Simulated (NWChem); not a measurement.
**singlet CH4ClGe+: levels of theory compared**

We compute a comparison of 6 runs (HF/def2-SVP, PBE0/def2-SVP, B3LYP/def2-SVP, SVWN5/def2-SVP, MP2/def2-SVP, CCSD(T)/def2-SVP) of singlet CH4ClGe+. 

The calculation is run with NWChem 7.3.0.

### Step 1. The system as given

CH4ClGe+: 7 atoms, total charge +1, spin state singlet. As SMILES of the parent species, `[CH3][GeH][Cl]`. The coordinates come from a PBE0-D4/def2-TZVP relaxation. That shape belongs to the parent species and isn't relaxed for this state.

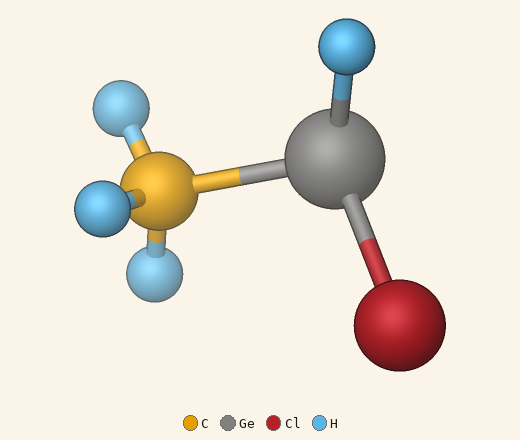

The structure, seen from a chosen angle (carbon amber, germanium grey, chlorine red, hydrogen blue).

### Step 2. The energy at HF/def2-SVP (run 1)

Contents of mymol.nw:

```
start mymol
memory stack 880 mb heap 220 mb global 1100 mb
charge 1

geometry units bohr noautosym nocenter noautoz
  C   -1.38535822   0.82845593  -0.49491927
  Ge   1.33301281  -1.67335248  -0.34600885
  Cl   1.92185147  -2.57324006   3.60843203
  H   -0.81900730   2.48404499   0.59961010
  H   -3.11086715   0.04044014   0.30386796
  H   -1.71946180   1.37836624  -2.45324245
  H    3.89548143  -0.61321613  -1.30410000
end

basis spherical bse
  C library def2-SVP
  Ge library def2-SVP
  Cl library def2-SVP
  H library def2-SVP
end

scf
  thresh 1e-08
  maxiter 80
end

task scf energy
```

The run is started by

```console
nwchem mymol.nw > mymol.out
```

Standard output:

```text
[...]
  functions       =    84
[...]
  wavefunction    = RHF
[...]
         Total SCF energy =  -2574.342450416879
      One-electron energy =  -4073.531267402447
      Two-electron energy =   1245.829090266038
 Nuclear repulsion energy =    253.359726719530
        Time for solution =     13.0s
[...]
```

Wall time 14 s (1 thread of AMD EPYC 9R45 (Zen 5), shared host); peak memory 0.1 GiB.

### Step 3. The energy at PBE0/def2-SVP (run 2)

Contents of run.py:

```python
from ase import Atoms
from ase.calculators.nwchem import NWChem

atoms = Atoms(['C', 'Ge', 'Cl', 'H', 'H', 'H', 'H'], positions=[
    [-0.733100, 0.438400, -0.261900],
    [0.705400, -0.885500, -0.183100],
    [1.017000, -1.361700, 1.909500],
    [-0.433400, 1.314500, 0.317300],
    [-1.646200, 0.021400, 0.160800],
    [-0.909900, 0.729400, -1.298200],
    [2.061400, -0.324500, -0.690100],
])

calc = NWChem(
    label='ch4clge',
    theory='dft',
    memory='2200 mb',
    basis='def2-SVP',
    basispar='spherical bse',
    charge=1,
    dft={'xc': 'pbe0', 'mult': '1', 'grid': 'xfine', 'convergence': 'energy 1e-08', 'iterations': '100', 'mulliken': None, 'print': 'low'},
    task='energy',
)
atoms.calc = calc

print(f"energy = {atoms.get_potential_energy():.6f} eV")
```

The run is started by

```console
export ASE_NWCHEM_COMMAND="nwchem PREFIX.nwi > PREFIX.nwo"
python run.py
```

Standard output:

```text
energy = -70110.540380 eV
```

The calculator wrote ch4clge.nwi:

```
title "ch4clge"

permanent_dir ch4clge

scratch_dir ch4clge

start ch4clge

geometry units angstrom nocenter noautosym noautoz
  C  -7.3309999999999997e-01 4.3840000000000001e-01 -2.6190000000000002e-01
  Ge 7.0540000000000003e-01 -8.8549999999999995e-01 -1.8310000000000001e-01
  Cl 1.0169999999999999e+00 -1.3616999999999999e+00 1.9095000000000000e+00
  H  -4.3340000000000001e-01 1.3145000000000000e+00 3.1730000000000003e-01
  H  -1.6462000000000001e+00 2.1399999999999999e-02 1.6080000000000000e-01
  H  -9.0990000000000004e-01 7.2940000000000005e-01 -1.2982000000000000e+00
  H  2.0613999999999999e+00 -3.2450000000000001e-01 -6.9010000000000005e-01
end

charge 1

memory 2200 mb

basis spherical bse noprint
   * library def2-SVP
end

dft
  xc pbe0
  mult 1
  grid xfine
  convergence energy 1e-08
  iterations 100
  mulliken
  print low
end

task dft energy
```

ch4clge.nwo, cut to the lines that bear on the results:

```text
[...]
         Total DFT energy =    -2576.514857321989
      One electron energy =    -4073.307308554018
           Coulomb energy =     1356.868780809571
    Exchange-Corr. energy =     -113.436074158993
 Nuclear repulsion energy =      253.359744581452
[... 3 lines left out ...]
     Total iterative time =     17.3s
[...]
      Total Density - Mulliken Population Analysis
     ---------------------------------------------
    Atom       Charge   Shell Charges
 -----------   ------   -------------------------------------------------------
    1 C    6     6.29   1.99  0.90  0.29  2.08  1.01  0.02
    2 Ge  32    31.28   2.00  2.00  1.99  1.33  0.08  6.00  5.98  1.15  0.56  8.10  1.81  0.28
    3 Cl  17    17.03   2.00  1.99  1.30  0.68  5.93  2.11  3.01  0.02
    4 H    1     0.82   0.70  0.10  0.03
    5 H    1     0.84   0.71  0.11  0.03
    6 H    1     0.85   0.71  0.11  0.03
    7 H    1     0.89   0.66  0.22  0.01
[...]
```

Wall time 19 s (1 thread of AMD EPYC 9R45 (Zen 5), shared host); peak memory 0.13 GiB.

Runs 3 to 5 aren't shown in full; the table further down has their settings and results.

### Step 4. The energy at CCSD(T)/def2-SVP (run 6)

Contents of ch4clge.nw:

```
echo
start ch4clge
title "CH4ClGe energy"
memory total 2200 mb
charge 1

geometry noautosym nocenter noautoz
  C     -0.733100     0.438400    -0.261900
  Ge     0.705400    -0.885500    -0.183100
  Cl     1.017000    -1.361700     1.909500
  H     -0.433400     1.314500     0.317300
  H     -1.646200     0.021400     0.160800
  H     -0.909900     0.729400    -1.298200
  H      2.061400    -0.324500    -0.690100
end

basis spherical bse
  * library def2-SVP
end

scf
  thresh 1e-08
  maxiter 80
  print medium
end

ccsd
  freeze core 15
  maxiter 60
end

task ccsd(t) energy
```

The run is started by

```console
nwchem ch4clge.nw > ch4clge.out
```

Standard output:

```text
[...]
  functions       =    84
[...]
  wavefunction    = RHF
[...]
         Total SCF energy =  -2574.342450428462
      One-electron energy =  -4073.531302778947
      Two-electron energy =   1245.829107769032
 Nuclear repulsion energy =    253.359744581452
        Time for solution =     12.9s
[...]
 Total MP2 energy:          -2574.833216924323096
[...]
             energy      energy      error      ampl     ampl      Block
                                                time     time      time
[...]
 Total CCSD energy:          -2574.863422904033087
[...]
 Total CCSD+T(CCSD) energy:          -2574.881114343200352
[...]
 Total CCSD(T) energy:               -2574.879693965416664
[...]
```

Wall time 1.8 min (1 thread of AMD EPYC 9R45 (Zen 5), shared host); peak memory 0.24 GiB.

### Step 5. All runs side by side

| run | level | iteration cap | module | energy (Eh) | wall time |
| --- | --- | --- | --- | --- | --- |
| 1 | HF/def2-SVP | 80 | scf | -2574.342450 | 14 s |
| 2 | PBE0/def2-SVP | 100 | dft | -2576.514857 | 19 s |
| 3 | B3LYP/def2-SVP | 100 | dft | -2577.040417 | 20 s |
| 4 | SVWN5/def2-SVP | 100 | dft | -2571.952593 | 12 s |
| 5 | MP2/def2-SVP | 80 | mp2 | -2574.833217 | 16 s |
| 6 | CCSD(T)/def2-SVP | 80 | ccsd(t) | -2574.879694 | 1.8 min |

### Step 6. Results

| quantity | value |
| --- | --- |
| run 6: total energy | -2574.87969 Eh |
| run 6: HOMO energy (Hartree–Fock orbitals) | -17.54 eV |
| run 6: LUMO energy (Hartree–Fock orbitals) | -7.33 eV |
| run 6: HOMO–LUMO gap (Hartree–Fock orbitals) | 10.20 eV |
| run 6: correlation energy (15 core orbitals frozen) | -537.2 mEh |
| run 6: (T) correction | -16.27 mEh |

**Reading.** Below the HF energy at the same shape and in the same basis (def2-SVP): MP2 -490.8 mEh; CCSD(T) -537.2 mEh. Totals of different functionals can't be ranked against each other. All runs together took 3.1 min, the longest 1.8 min.
